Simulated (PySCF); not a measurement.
Aminoborane, H4BN, SMILES BN at its B3LYP/def2-SVP optimised geometry (Å):

```
6

B      0.2406     0.5422     0.0000
N     -0.4374    -0.6709     0.0000
H      1.4487     0.5422     0.0000
H     -0.3934     1.5705     0.0000
H     -1.4487    -0.7439     0.0000
H      0.0302    -1.5705     0.0000
```

Method: B3LYP/def2-TZVP in PySCF.

Map of the log10 of the electron density (e/bohr³), floored at −4 on the plane z = 1.5 Å:

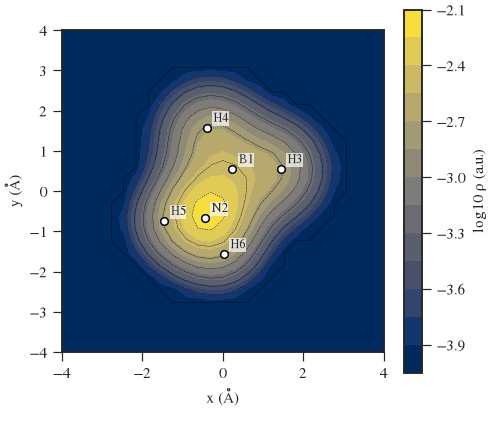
Log10 of the electron density (e/bohr³), floored at −4 on the plane z = 1.5 Å.
